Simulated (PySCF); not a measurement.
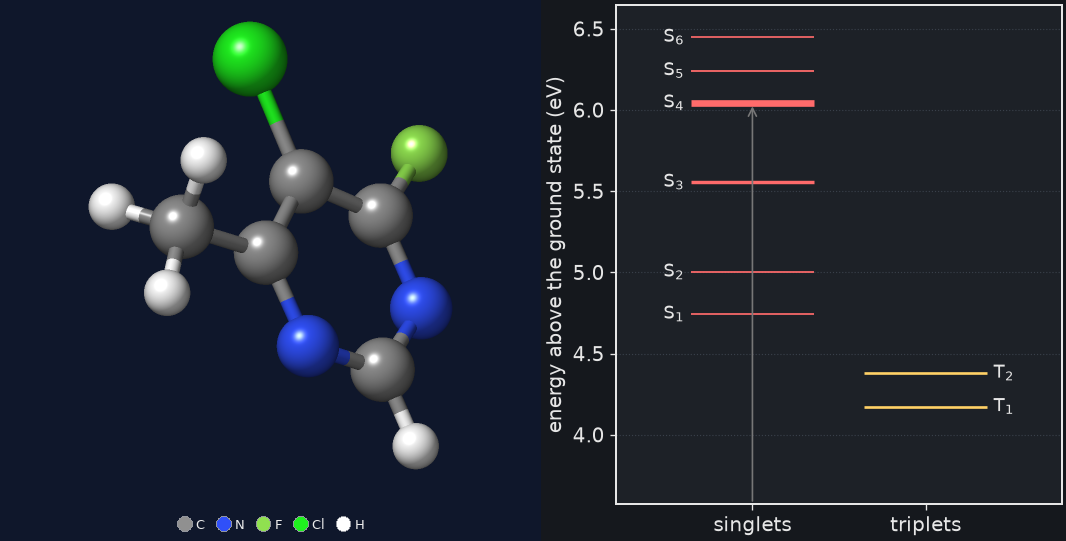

State diagram of C₅H₄ClFN₂, SMILES Cc1ncnc(F)c1Cl. Vertical TDDFT excitations, PBE0/def2-SVPD with PySCF 2.14.0, at a GFN2-xTB geometry (no frequency check), gas phase. Triplets in the Tamm-Dancoff approximation; only the lowest 6 singlets and 2 triplets were computed. Thicker singlet lines are brighter; the arrow marks the brightest. S0, at zero, lies below the range drawn.

What are the energy, strength and character of the state that the arrow marks?

S4 at 6.04 eV (205 nm), f = 0.153, mainly HOMO−1 → LUMO+1 (60 %).

What character does the calculation give T1?

Mainly HOMO−1 → LUMO (66 %).

What is the vertical gap between S1 and T1?

0.57 eV: S1 at 4.74 eV, T1 at 4.17 eV.

Note: the tight-binding geometry is rougher than a DFT one and adds to the error; core orbitals are frozen in the response.
